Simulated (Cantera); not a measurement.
Input: 1 mol CuO, 0.31 mol CH₄, 0.99 mol H₂, at 1227 °C.

Equilibrium computed with Cantera from the NASA thermochemical tables; the gas is ideal and each condensed phase is pure. Candidate condensed phases: C, C₆H₆, C₇H₈, C₈H₁₈, Cu, CuO, Cu(OH)₂, Cu₂O, H₂O; 113 gas species. Kinetics and transport are ignored.

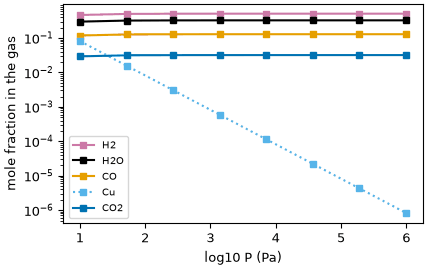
Fig. 1. Equilibrium gas composition (values under 1e-9 drawn at 1e-9)

Question: Read off the mole fractions at 278 Torr.

Answer: H₂ about 0.51, H₂O about 0.33, CO about 0.13, CO₂ about 0.032, Cu about 2.2e-5.
